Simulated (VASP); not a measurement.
Band structure of La₂O₃ (a-type). Level of theory: TPSS meta-GGA, VASP's PBE PAW potentials (set 64) (plane waves; VASP 6.6.1).

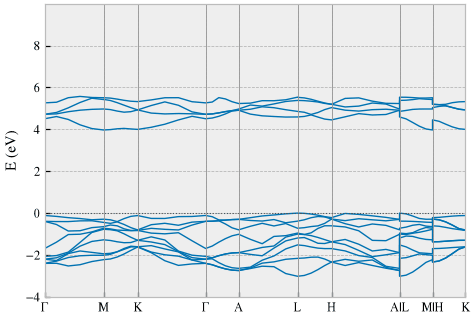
*Bands along high-symmetry lines, zero at the valence-band maximum or, without a gap, the Fermi level*

Task: Read the plot: is there a gap, and where are the band edges?

Result: The gap is indirect, 3.97 eV, from the valence maximum at L to the conduction minimum at M.

The compound is La2O3 in the a-type structure. It was relaxed first.
